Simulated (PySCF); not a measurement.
CH5Cl2Ga2N (SMILES C=[N][GaH-]1[Cl+][GaH2-][Cl+]1)

```xyz
11

C     2.8010   -0.4174    0.0673
N     1.5583   -0.2715   -0.0327
Ga    0.2366    1.0220    0.0183
Cl   -1.3033    0.0744    1.4304
Ga   -2.5974   -0.5423   -0.3243
Cl   -1.0968    0.3987   -1.7383
H     3.2277   -1.4201   -0.0150
H     3.5245    0.3874    0.2330
H     0.1462    2.5611    0.1793
H    -2.5865   -2.0812   -0.4847
H    -3.9049    0.2917   -0.3194
```

Geometry: GFN2-xTB.

Method: PySCF, CAM-B3LYP/def2-SVPD, SCF density, gas phase.

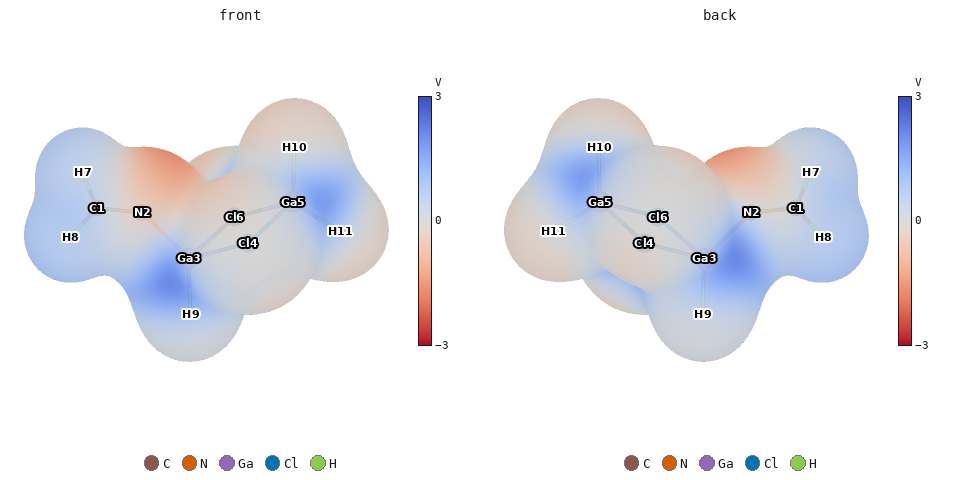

Figure 1. The molecular electrostatic potential painted on the density surface at 0.002 e/bohr³, seen from the front and from behind; red is negative and blue positive.

**Where is the surface potential most negative and most positive?**

The most negative region (about −1.5 V) lies over N2, the most positive (about +2.0 V) over Ga3. N2 is the likeliest acceptor of a hydrogen bond.

**How polar is the molecule by this calculation?**

Its dipole moment is 1.85 D.

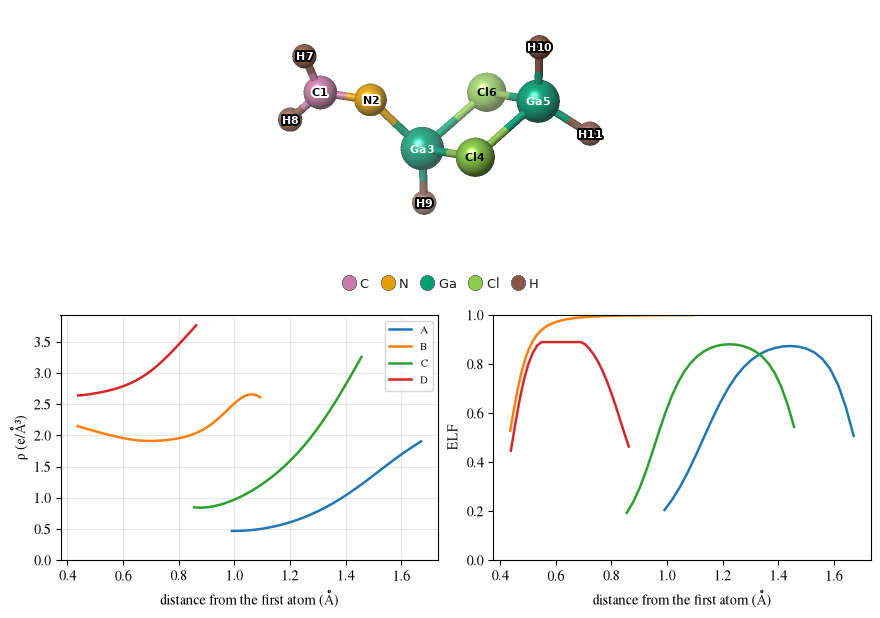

Figure 2. Electron density and ELF along straight lines between neighbouring atoms. The curves leave out the atomic cores. The structure is drawn too.

**Which curve belongs to which contact (C–H, C–N, Ga–Cl and Ga–N)? The first atom named is at distance zero.**

Curve A: Ga–Cl (2.27 Å): ρ is about 0.53 e/Å³ halfway; the ELF peaks at about 0.85 in the valence shell of Cl, 0.8 Å from its nucleus, and is about 0.50 at the midpoint. Curve B: C–H (1.09 Å): ρ at the midpoint is about 2 e/Å³; the ELF climbs to about 1 towards the hydrogen, as it does in any bond to H: an ordinary covalent bond to hydrogen. Curve C: Ga–N (1.85 Å): ρ at the midpoint is about 0.86 e/Å³; the ELF peaks at about 0.90 in the valence shell of N, 0.6 Å from its nucleus, and is about 0.35 at the midpoint. Curve D: C–N (1.26 Å): the density is about 2.8 e/Å³ at the midpoint; the ELF peaks at about 0.90 between the atoms: a short, multiple covalent bond.
